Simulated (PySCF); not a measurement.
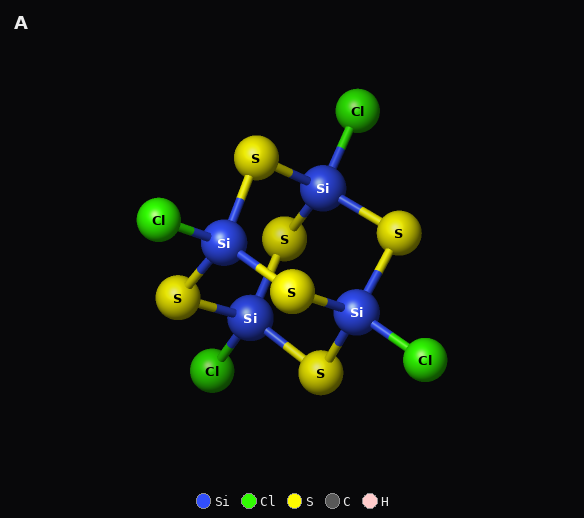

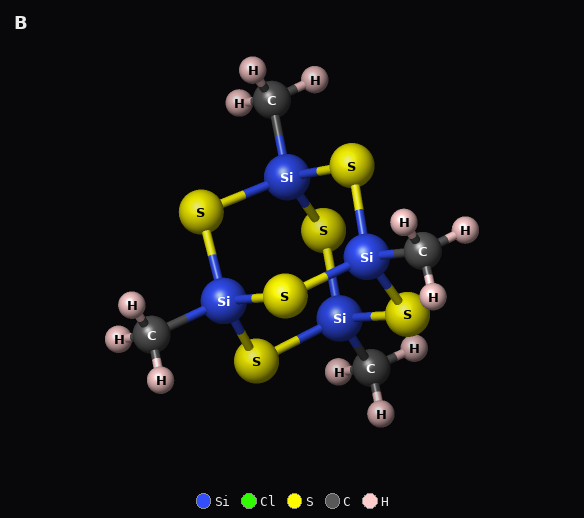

Two related species, optimised with PBE0-D3(BJ)/def2-SVP; properties computed with PySCF 2.14.0. Both: charge 0, singlet.

Identify both.

Answer. A is (ClSi)4S6 adamantane (Cl[Si@]12S[Si@]3(Cl)S[Si@](Cl)(S1)S[Si@](Cl)(S2)S3), B is (MeSi)4S6 adamantane (C[Si@]12S[Si@]3(C)S[Si@](C)(S1)S[Si@](C)(S2)S3).

Compare them. With PBE0/def2-SVPD: HOMO–LUMO gap (eV), HOMO energy (Kohn–Sham orbital) (eV), lowest vertical singlet excitation (eV), mean static polarisability (bohr³).

```tsv
quantity	A	B
HOMO–LUMO gap (eV)	5.22	6.11
HOMO energy (Kohn–Sham orbital) (eV)	−8.13	−7.23
lowest vertical singlet excitation (eV)	4.04	4.92
mean static polarisability (bohr³)	257.3	257.8
```

Each is one conformer, and no frequency run is at hand to confirm it as a minimum.
